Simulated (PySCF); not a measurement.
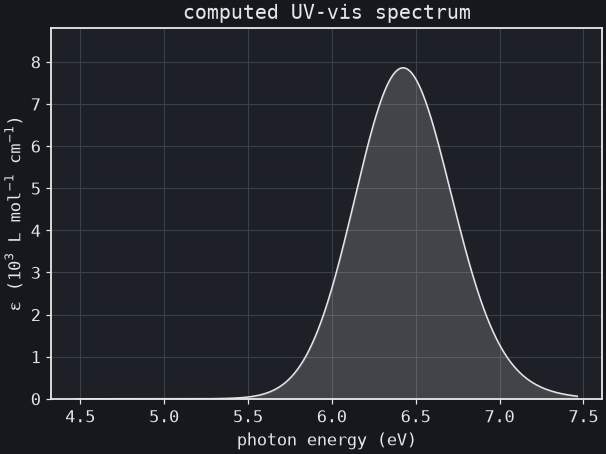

Vertical TDDFT excitations, PBE0/def2-SVPD, PySCF 2.14.0, at a GFN2-xTB geometry (no frequency check), gas phase. The lowest 6 singlet states are shown; each is broadened by a Gaussian of 1/e half-width 0.40 eV.

### Which molecule gives this spectrum?
A. C₈H₈O, SMILES C#Cc1occc1CC
B. C₂H₆Cl₂Ga₂, SMILES C=[CH][GaH-]1[Cl+][GaH2-][Cl+]1, singlet
C. C₅H₁₁Br (1-bromo-2-methylbutane), SMILES CC[C@H](C)CBr

Option B. Its lowest singlet lies at 5.68 eV (f = 0.000) and the brightest of those computed is S3 at 6.41 eV (193 nm), f = 0.186, mainly HOMO−1 → LUMO (90 %).

Note: the tight-binding geometry is rougher than a DFT one and adds to the error; one conformer of a flexible molecule; core orbitals are frozen in the response.
